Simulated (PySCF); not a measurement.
# BH5S (B(H2S)H3) at 6 levels

We compute a comparison of 6 runs (MP2/STO-6G, BCCD(T)/STO-6G, CCSDT(Q)/STO-6G, QCISD(T)/STO-6G, CISD/STO-6G, FCI/STO-6G) of BH5S (B(H2S)H3). Input form: a Python script.

The results are computed with PySCF 2.14.0.

4 further runs of the same task are left out: 4 set aside as unsound or not needed.

### Step 1. The molecule

BH5S has 7 atoms, charge 0, and is taken as a singlet. As SMILES, `[H]B([H])([H])<-S`. The B1–H5 distance was set to 1.772 Å, away from the relaxed value. At this shape a bond of the SMILES string is far longer than usual.

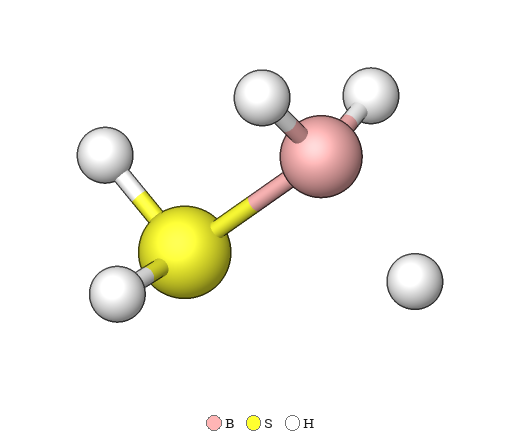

Viewed from a chosen angle; boron pink, sulfur yellow, hydrogen white.

### Step 2. A single-point energy at MP2/STO-6G (run 1)

mol.xyz reads:

```xyz
7
BH5S
B     -0.448651    -0.217370    -0.687825
S     -0.442231    -0.231440     1.351695
H     -0.070031     1.037380     1.544285
H     -1.730711     0.067560     1.544115
H      1.280190    -0.216980    -1.075620
H     -1.029281     0.779440    -0.952495
H     -1.016981    -1.219380    -0.948565
```

job.py reads:

```python
from pyscf import gto, scf, mp

mol = gto.M(
    atom='mol.xyz',
    verbose=3,
    max_memory=1860,
    basis='sto-6g',
)

hf = scf.RHF(mol)
hf.conv_tol = 1e-10
hf.kernel()
if not hf.converged:
    hf = hf.newton().run(hf.mo_coeff, hf.mo_occ)

pt = mp.MP2(hf, frozen=6).run()
energy = pt.e_tot
print('Final energy', energy)
```

Started as:

```bash
$ OMP_NUM_THREADS=1 python job.py
```

Standard output:

```text
converged SCF energy = -423.565889780685
E(RMP2) = -423.657255156511  E_corr = -0.0913653758259485
E(SCS-RMP2) = -423.67171814161  E_corr = -0.105828360924911
Final energy -423.65725515651104
```

It took 0.84 s on 1 thread of Intel Xeon Platinum 8488C (Sapphire Rapids), shared host; peak memory 0.11 GiB.

### Step 3. The energy at BCCD(T)/STO-6G (run 2)

calc.py reads:

```python
from pyscf import gto, scf, cc
from pyscf.cc.bccd import bccd_kernel_

mol = gto.Mole()
mol.atom = '''
B   -0.448651  -0.217370  -0.687825
S   -0.442231  -0.231440   1.351695
H   -0.070031   1.037380   1.544285
H   -1.730711   0.067560   1.544115
H    1.280190  -0.216980  -1.075620
H   -1.029281   0.779440  -0.952495
H   -1.016981  -1.219380  -0.948565
'''
mol.max_memory = 1860
mol.verbose = 4
mol.basis = 'sto-6g'
mol.spin = 0
mol.build()

myscf = scf.RHF(mol)
myscf.conv_tol = 1e-10
myscf.kernel()
if not myscf.converged:
    myscf = myscf.newton().run(myscf.mo_coeff, myscf.mo_occ)

mycc = cc.CCSD(myscf, frozen=6).run()
mycc = bccd_kernel_(mycc, diis=True)
e_t = mycc.ccsd_t()
e_tot = mycc.e_tot + e_t
print(f'total energy: {e_tot:.8f} hartree')
```

Started as:

```bash
$ OMP_NUM_THREADS=1 python calc.py
```

Standard output:

```text
PySCF version 2.14.0

[... 57 lines left out ...]
converged SCF energy = -423.565889780685
[... 12 lines left out ...]
Init t2, MP2 energy = -423.657255156426  E_corr(MP2) -0.0913653757408732
[... 10 lines left out ...]
CCSD converged
[... 24 lines left out ...]
CCSD converged
[... 23 lines left out ...]
CCSD converged
[... 21 lines left out ...]
CCSD converged
[... 3 lines left out ...]
******** <class 'pyscf.cc.ccsd.CCSD'> ********
CC2 = 0
CCSD nocc = 7, nmo = 13
frozen orbitals 6
max_cycle = 50
direct = 0
conv_tol = 1e-07
conv_tol_normt = 1e-05
diis_space = 6
diis_start_cycle = 0
diis_start_energy_diff = 1e+09
Init E_corr(CCSD) = -0.135968079289583
cycle = 1  E_corr(CCSD) = -0.135968139617402  dE = -6.03278187e-08  norm(t1,t2) = 1.26747e-05
cycle = 2  E_corr(CCSD) = -0.135968100011317  dE = 3.96060852e-08  norm(t1,t2) = 1.89824e-06
CCSD converged
E(CCSD) = -423.7003128426765  E_corr = -0.135968100011317
BCC iter:    3  E:    -423.700312842677  dE:    3.255e-09  |t1|:    4.446e-07
CCSD(T) correction = -0.00111502960420017
total energy: -423.70142787 hartree
```

Wall time 0.98 s (1 thread of Intel Xeon Platinum 8488C (Sapphire Rapids), shared host); peak memory 0.1 GiB.

Runs 3 to 5 aren't shown in full; the table further down has their settings and results.

### Step 4. A single-point energy at FCI/STO-6G (run 6)

job.py reads:

```python
from pyscf import gto, scf, mcscf
from pyscf import fci

mol = gto.Mole()
mol.atom = '''
B     -0.448651    -0.217370    -0.687825
S     -0.442231    -0.231440     1.351695
H     -0.070031     1.037380     1.544285
H     -1.730711     0.067560     1.544115
H      1.280190    -0.216980    -1.075620
H     -1.029281     0.779440    -0.952495
H     -1.016981    -1.219380    -0.948565
'''
mol.max_memory = 1860
mol.verbose = 3
mol.basis = 'sto-6g'
mol.build()

hf = scf.RHF(mol)
hf.conv_tol = 1e-10
hf.kernel()
if not hf.converged:
    hf = hf.newton().run(hf.mo_coeff, hf.mo_occ)

cas = mcscf.CASCI(hf, hf.mo_coeff.shape[-1] - 6, (mol.nelec[0] - 6, mol.nelec[1] - 6))  # full CI above the frozen core
cas.fcisolver = fci.direct_spin0.FCI(mol)  # even spin states alone
cas.kernel()
print('<S^2> = %.4f' % cas.fcisolver.spin_square(cas.ci, cas.ncas, cas.nelecas)[0])
energy = cas.e_tot
print('E(%s) = %.9f' % ('FCI', energy))
```

Started as:

```bash
$ OMP_NUM_THREADS=1 python job.py
```

Standard output:

```text
converged SCF energy = -423.565889780685
CASCI E = -423.701699160730  E(CI) = -35.0809811030737  S^2 = 0.0000000
<S^2> = 0.0000
E(FCI) = -423.701699161
```

Wall time 22 s (1 thread of Intel Xeon Platinum 8488C (Sapphire Rapids), shared host); peak memory 0.76 GiB.

### Step 5. All runs side by side

```
run            level  energy (Eh)  dipole moment (D) of the reference  HOMO energy (eV)  LUMO energy (eV)  wall time
  1       MP2/STO-6G  -423.657255                                5.15             -7.34              9.66     0.84 s
  2   BCCD(T)/STO-6G  -423.701428                                   –                 –                 –     0.98 s
  3  CCSDT(Q)/STO-6G  -423.701721                                5.15             -7.34              9.66      1.6 s
  4  QCISD(T)/STO-6G  -423.701596                                5.15             -7.34              9.66     0.78 s
  5      CISD/STO-6G  -423.691048                                5.15             -7.34              9.66     0.78 s
  6       FCI/STO-6G  -423.701699                                5.15             -7.34              9.66       22 s
```

### Step 6. What came out

| quantity | value |
| --- | --- |
| run 6: total energy | -423.70170 Eh |
| run 6: dipole moment (Hartree–Fock density) | 5.15 D |
| run 6: HOMO energy (Hartree–Fock orbitals) | -7.34 eV |
| run 6: LUMO energy (Hartree–Fock orbitals) | 9.66 eV |
| run 6: HOMO–LUMO gap (Hartree–Fock orbitals) | 16.99 eV |
| run 6: correlation energy (6 core orbitals frozen) | -135.8 mEh |

**Reading.** Against full CI in this basis: MP2 +44.4 mEh; BCCD(T) +0.3 mEh; CCSDT(Q) -0.0 mEh; QCISD(T) +0.1 mEh; CISD +10.7 mEh. In runs 1, 2, 3, 4, 5, 6 the basis is minimal, so the values are rough. All runs together took 27 s, the longest 22 s.
